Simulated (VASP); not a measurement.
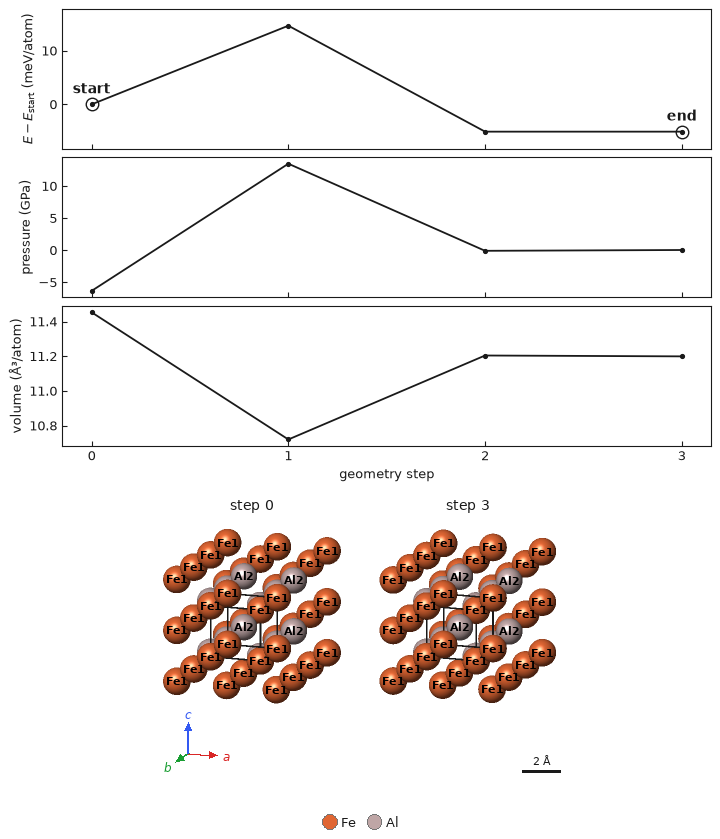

First and last geometry of a relaxation of a crystal of AlFe (a generated structure, set up in Pm-3m), with the history of the run. A spheres-only model of the cell of the calculation, repeated 2 × 3 × 2 with one cell outlined, seen from a free direction.

The run lets cell and atoms move.

Method: Kohn-Sham DFT of a periodic cell, PBE, VASP PAW PBE potentials, recommended (VASP 6.6.1).

Input file:
```
SYSTEM = AlFe
PREC     = Accurate       ! precision mode
ENCUT    = 230            ! plane-wave cutoff, eV
EDIFF    = 1E-6           ! SCF threshold, eV
ISMEAR   = 1              ! smearing method
SIGMA    = 0.1            ! smearing width, eV
LREAL    = .FALSE.        ! projectors in reciprocal space
LASPH    = .TRUE.         ! aspherical terms in the spheres
NELM     = 120            ! most SCF steps
ALGO     = Normal         ! electronic algorithm
ISIF     = 3              ! what is computed and relaxed
LWAVE    = .FALSE.        ! write WAVECAR
LCHARG   = .FALSE.        ! write CHGCAR
GGA      = PE             ! functional
IBRION   = 2              ! ionic algorithm
NSW      = 60             ! ionic steps
EDIFFG   = -0.005         ! ionic threshold
```

Command:
```bash
cat potpaw_PBE.64/Fe/POTCAR potpaw_PBE.64/Al/POTCAR > POTCAR
mpirun -np 1 vasp_std > vasp.out
```

Read the history and describe the run.

Answer. It converged. The atoms keep their places relative to the cell (all moves are under 0.005 Å). Cell: a = b = c 2.840 → 2.819 Å (−0.7 %). Volume −2.2 %. Near-neighbour distances that change, for instance: Fe1–Al2 2.460 → 2.441 Å. The space group stays Pm-3m (No. 221). Over 3 geometry steps the energy falls by 5.1 meV per atom. All forces vanish by symmetry, so only the cell relaxes. The pressure goes from −6.32 to 0.04 GPa. At step 1 the optimiser overshot: the energy rose above the start, and later steps came back.

Limits of the set-up: an element that often carries a moment was run without spin polarisation.
